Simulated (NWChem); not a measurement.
C2H6F2OSi: energy and gradient calculation (part 1 of 2)

- system: C2H6F2OSi, SMILES C[Si](F)(F)CO
- method: HF/3-21G, RHF (NWChem 7.3.0)

The geometry comes from this level: PBE0-D4/def2-TZVP.

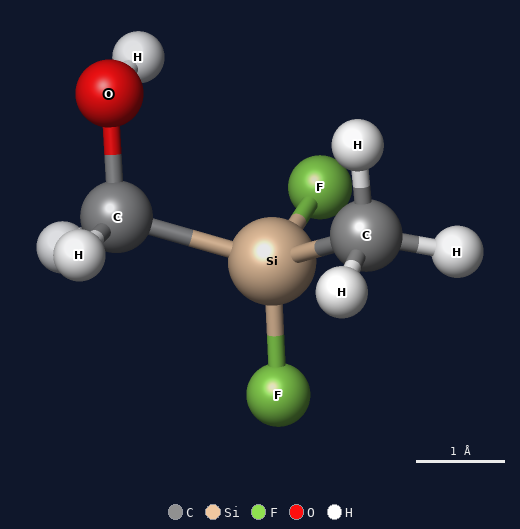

The input geometry (ball-and-stick view, seen at a tilt).

### Input
```
start struct
memory stack 880 mb heap 220 mb global 1100 mb
charge 0
geometry noautosym nocenter noautoz
   C    -1.555200   -0.440100    0.648200
   Si    0.151400   -0.748000    0.032300
   F     1.114400   -1.017900    1.280900
   F     0.182300   -2.068900   -0.859500
   C     0.933200    0.664600   -0.909400
   O     1.111400    1.783500   -0.042500
   H    -1.884000   -1.247800    1.305800
   H    -2.259700   -0.365900   -0.183500
   H    -1.587100    0.497700    1.207500
   H     0.276600    0.999700   -1.717100
   H     1.875200    0.360100   -1.386000
   H     1.718600    1.527800    0.657200
end
basis spherical bse
   * library 3-21G
end
scf
   thresh 1e-08
   maxiter 80
   print medium
end
task scf gradient
```

Hardware: 1 thread of AMD EPYC (Zen 5), 16 GiB of memory available, shared host.

Launch command:
```bash
nwchem struct.nw > struct.out
```

### The program's output
```
Northwest Computational Chemistry Package (NWChem) 7.3.0
             --------------------------------------------------------

           Job information
           ---------------

    nwchem branch   = 7.3.0
    use scalapack   = T
    input           = struct.nw
    prefix          = struct.
    data base       = ./struct.db
    status          = startup
    nproc           =        1

           Memory information
           ------------------

    heap     =     28835840 doubles =      220.0 Mbytes
    stack    =    115343357 doubles =      880.0 Mbytes
    global   =    144179200 doubles =     1100.0 Mbytes (distinct from heap & stack)
    total    =    288358397 doubles =     2200.0 Mbytes
    verify   = yes
    hardfail = no

           Directory information
           ---------------------

  0 permanent = .
  0 scratch   = .

                                NWChem Input Module
                                -------------------

 Scaling coordinates for geometry "geometry" by  1.889725989
 (inverse scale =  0.529177249)

                             Geometry "geometry" -> ""
                             -------------------------

 Output coordinates in angstroms (scale by  1.889725989 to convert to a.u.)

  No.       Tag          Charge          X              Y              Z
 ---- ---------------- ---------- -------------- -------------- --------------
    1 C                    6.0000    -1.55520000    -0.44010000     0.64820000
    2 Si                  14.0000     0.15140000    -0.74800000     0.03230000
    3 F                    9.0000     1.11440000    -1.01790000     1.28090000
    4 F                    9.0000     0.18230000    -2.06890000    -0.85950000
    5 C                    6.0000     0.93320000     0.66460000    -0.90940000
    6 O                    8.0000     1.11140000     1.78350000    -0.04250000
    7 H                    1.0000    -1.88400000    -1.24780000     1.30580000
    8 H                    1.0000    -2.25970000    -0.36590000    -0.18350000
    9 H                    1.0000    -1.58710000     0.49770000     1.20750000
   10 H                    1.0000     0.27660000     0.99970000    -1.71710000
   11 H                    1.0000     1.87520000     0.36010000    -1.38600000
   12 H                    1.0000     1.71860000     1.52780000     0.65720000

      Atomic Mass
      -----------

      C                 12.000000
      Si                27.976930
      F                 18.998400
      O                 15.994910
      H                  1.007825

 Effective nuclear repulsion energy (a.u.)     334.7722959541

            Nuclear Dipole moment (a.u.)
            ----------------------------
        X                 Y               Z
 ---------------- ---------------- ----------------
    32.2929605010   -39.4321563133     4.1980262836

            XYZ format geometry
            -------------------
    12
 geometry
 C                    -1.55520000    -0.44010000     0.64820000
 Si                    0.15140000    -0.74800000     0.03230000
 F                     1.11440000    -1.01790000     1.28090000
 F                     0.18230000    -2.06890000    -0.85950000
 C                     0.93320000     0.66460000    -0.90940000
 O                     1.11140000     1.78350000    -0.04250000
 H                    -1.88400000    -1.24780000     1.30580000
 H                    -2.25970000    -0.36590000    -0.18350000
 H                    -1.58710000     0.49770000     1.20750000
 H                     0.27660000     0.99970000    -1.71710000
 H                     1.87520000     0.36010000    -1.38600000
 H                     1.71860000     1.52780000     0.65720000

 ==============================================================================
                                internuclear distances
 ------------------------------------------------------------------------------
       center one      |      center two      | atomic units |  angstroms
 ------------------------------------------------------------------------------
    2 Si               |   1 C                |     3.47762  |     1.84028
    3 F                |   2 Si               |     3.02310  |     1.59976
    4 F                |   2 Si               |     3.01234  |     1.59406
    5 C                |   2 Si               |     3.53204  |     1.86908
    6 O                |   5 C                |     2.69590  |     1.42661
    7 H                |   1 C                |     2.06398  |     1.09221
    8 H                |   1 C                |     2.06452  |     1.09250
    9 H                |   1 C                |     2.06431  |     1.09238
   10 H                |   5 C                |     2.06646  |     1.09352
   11 H                |   5 C                |     2.07632  |     1.09874
   12 H                |   6 O                |     1.81616  |     0.96107
 ------------------------------------------------------------------------------
                         number of included internuclear distances:         11
 ==============================================================================

 ==============================================================================
                                 internuclear angles
 ------------------------------------------------------------------------------
        center 1       |       center 2       |       center 3       |  degrees
 ------------------------------------------------------------------------------
    2 Si               |   1 C                |   7 H                |   110.91
    2 Si               |   1 C                |   8 H                |   110.77
    2 Si               |   1 C                |   9 H                |   110.00
    7 H                |   1 C                |   8 H                |   108.33
    7 H                |   1 C                |   9 H                |   108.53
    8 H                |   1 C                |   9 H                |   108.22
    1 C                |   2 Si               |   3 F                |   108.98
    1 C                |   2 Si               |   4 F                |   110.11
    1 C                |   2 Si               |   5 C                |   115.47
    3 F                |   2 Si               |   4 F                |   106.57
    3 F                |   2 Si               |   5 C                |   105.60
    4 F                |   2 Si               |   5 C                |   109.65
    2 Si               |   5 C                |   6 O                |   109.81
    2 Si               |   5 C                |  10 H                |   110.65
    2 Si               |   5 C                |  11 H                |   111.57
    6 O                |   5 C                |  10 H                |   106.47
    6 O                |   5 C                |  11 H                |   111.95
   10 H                |   5 C                |  11 H                |   106.22
    5 C                |   6 O                |  12 H                |   108.22
 ------------------------------------------------------------------------------
                            number of included internuclear angles:         19
 ==============================================================================

 Summary of "ao basis" -> "" (spherical)
 ------------------------------------------------------------------------------
       Tag                 Description            Shells   Functions and Types
 ---------------- ------------------------------  ------  ---------------------
 *                           3-21G                    on all atoms

                      Basis "ao basis" -> "ao basis" (spherical)
                      -----
  [basis functions not shown]

 Summary of "ao basis" -> "ao basis" (spherical)
 ------------------------------------------------------------------------------
       Tag                 Description            Shells   Functions and Types
 ---------------- ------------------------------  ------  ---------------------
 C                           3-21G                   5        9   3s2p
 Si                          3-21G                   7       13   4s3p
 F                           3-21G                   5        9   3s2p
 O                           3-21G                   5        9   3s2p
 H                           3-21G                   2        2   2s

                                 NWChem SCF Module
                                 -----------------

  ao basis        = "ao basis"
  functions       =    70
  atoms           =    12
  closed shells   =    29
  open shells     =     0
  charge          =   0.00
  wavefunction    = RHF
  input vectors   = atomic
  output vectors  = ./struct.movecs
  use symmetry    = F
  symmetry adapt  = F

 Summary of "ao basis" -> "ao basis" (spherical)
 ------------------------------------------------------------------------------
       Tag                 Description            Shells   Functions and Types
 ---------------- ------------------------------  ------  ---------------------
 C                           3-21G                   5        9   3s2p
 Si                          3-21G                   7       13   4s3p
 F                           3-21G                   5        9   3s2p
 O                           3-21G                   5        9   3s2p
 H                           3-21G                   2        2   2s

 Forming initial guess at       0.0s

      Superposition of Atomic Density Guess
      -------------------------------------

 Sum of atomic energies:        -637.32133911

      Non-variational initial energy
      ------------------------------

 Total energy =    -639.534549
 1-e energy   =   -1548.857790
 2-e energy   =     574.550945
 HOMO         =      -0.293035
 LUMO         =       0.104829

 Starting SCF solution at       0.1s

 ----------------------------------------------
         Quadratically convergent ROHF

 Convergence threshold     :          1.000E-08
 Maximum no. of iterations :           80
 Final Fock-matrix accuracy:          1.000E-10
 ----------------------------------------------

              iter       energy          gnorm     gmax       time
             ----- ------------------- --------- --------- --------
                 1     -638.5089609080  1.23D+00  2.57D-01      0.3
                 2     -638.5876149000  3.62D-01  6.81D-02      0.7
                 3     -638.5961122430  1.65D-02  3.29D-03      1.1
                 4     -638.5961424801  8.67D-05  2.21D-05      1.8
                 5     -638.5961424813  4.09D-09  8.42D-10      3.1

       Final RHF  results
       ------------------

         Total SCF energy =   -638.596142481289
      One-electron energy =  -1551.459820243084
      Two-electron energy =    578.091381807667
 Nuclear repulsion energy =    334.772295954127

        Time for solution =      3.0s

             Final eigenvalues
             -----------------

              1
    1  -68.4087
    2  -26.1550
    3  -26.1503
    4  -20.4623
    5  -11.2262
    6  -11.1730
    7   -6.2013
    8   -4.2986
    9   -4.2978
   10   -4.2971
   11   -1.5913
   12   -1.5689
   13   -1.3689
   14   -0.9857
   15   -0.9405
   16   -0.7638
   17   -0.6990
   18   -0.6852
   19   -0.6725
   20   -0.6629
   21   -0.6344
   22   -0.6213
   23   -0.6092
   24   -0.5969
   25   -0.5745
   26   -0.5723
   27   -0.5103
   28   -0.4924
   29   -0.4181
   30    0.1992
   31    0.2260
   32    0.2371
   33    0.2661
   34    0.2873
   35    0.3112
   36    0.3210
   37    0.3450
   38    0.3688
   39    0.3755

                       ROHF Final Molecular Orbital Analysis
                       -------------------------------------

 Vector   13  Occ=2.000000D+00  E=-1.368950D+00
              MO Center=  1.2D+00,  1.6D+00, -7.0D-02, r^2= 6.1D-01
   Bfn.  Coefficient  Atom+Function         Bfn.  Coefficient  Atom+Function
  ----- ------------  ---------------      ----- ------------  ---------------
    55      0.693889   6 O  s                50     -0.222211   6 O  s
    51      0.206152   6 O  s

 Vector   14  Occ=2.000000D+00  E=-9.857056D-01
              MO Center= -1.2D+00, -3.5D-01,  4.7D-01, r^2= 2.1D+00
   Bfn.  Coefficient  Atom+Function         Bfn.  Coefficient  Atom+Function
  ----- ------------  ---------------      ----- ------------  ---------------
     6      0.603024   1 C  s                46      0.197900   5 C  s
     1     -0.193108   1 C  s                 2      0.169933   1 C  s
    15      0.150222   2 Si s

 Vector   15  Occ=2.000000D+00  E=-9.405303D-01
              MO Center=  6.5D-01,  5.8D-01, -6.4D-01, r^2= 2.7D+00
   Bfn.  Coefficient  Atom+Function         Bfn.  Coefficient  Atom+Function
  ----- ------------  ---------------      ----- ------------  ---------------
    46      0.576460   5 C  s                55     -0.248200   6 O  s
     6     -0.219096   1 C  s                41     -0.180594   5 C  s
    42      0.165569   5 C  s

 Vector   16  Occ=2.000000D+00  E=-7.637508D-01
              MO Center=  5.0D-01, -9.7D-01,  1.0D-01, r^2= 3.4D+00
   Bfn.  Coefficient  Atom+Function         Bfn.  Coefficient  Atom+Function
  ----- ------------  ---------------      ----- ------------  ---------------
    15      0.329081   2 Si s                31     -0.240078   3 F  pz
    39      0.225609   4 F  py               27     -0.220085   3 F  pz
    35      0.209810   4 F  py               11     -0.195258   2 Si s
    28     -0.174958   3 F  s                40      0.175057   4 F  pz
    37     -0.166779   4 F  s                36      0.158115   4 F  pz

 Vector   17  Occ=2.000000D+00  E=-6.990146D-01
              MO Center=  9.0D-01,  1.9D-01, -1.2D-01, r^2= 3.7D+00
   Bfn.  Coefficient  Atom+Function         Bfn.  Coefficient  Atom+Function
  ----- ------------  ---------------      ----- ------------  ---------------
    40      0.191802   4 F  pz               54     -0.188532   6 O  pz
    58     -0.179757   6 O  pz               36      0.174896   4 F  pz
    29     -0.167626   3 F  px               44      0.166954   5 C  py
    52     -0.166921   6 O  px               55      0.161384   6 O  s
    56     -0.156669   6 O  px               25     -0.155775   3 F  px
```
